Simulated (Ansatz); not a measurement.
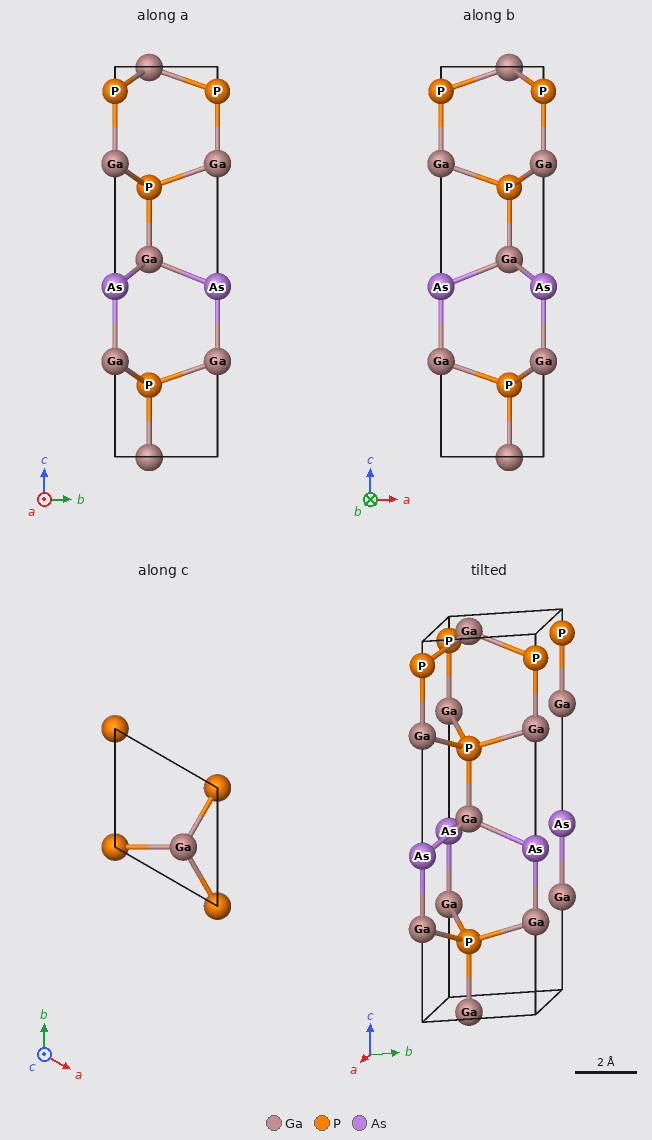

We look at a ball-and-stick model of the crystal along the a axis, along the b axis, along the c axis and slightly off an axis. The wireframe shows the conventional unit cell.

Lattice parameters: a = 3.922 Å, b = 3.922 Å, c = 12.932 Å, α = 90.00°, β = 90.00°, γ = 120.00°. Put a along x and b in the xy plane.

Q: Write down what is shown as a POSCAR file, with free fractional coordinates to two decimals.

A:
```
Ga P As
1.0
     3.922    0.000    0.000
    -1.961    3.397    0.000
     0.000    0.000   12.932
Ga P As
4 3 1
Direct
  0.6667 0.3333 0.51
  0.6667 0.3333 0.00
  0.00 0.00 0.24
  0.00 0.00 0.75
  0.6667 0.3333 0.18
  0.6667 0.3333 0.69
  0.00 0.00 0.94
  0.00 0.00 0.44
```

The initial geometry was a structure type filled with these elements by a generator (whether the compound takes this form wasn't checked). The atoms were relaxed in a fixed cell with Ansatz 0.2.0, DFT PBE, scalar-relativistic, plane waves, PAW.
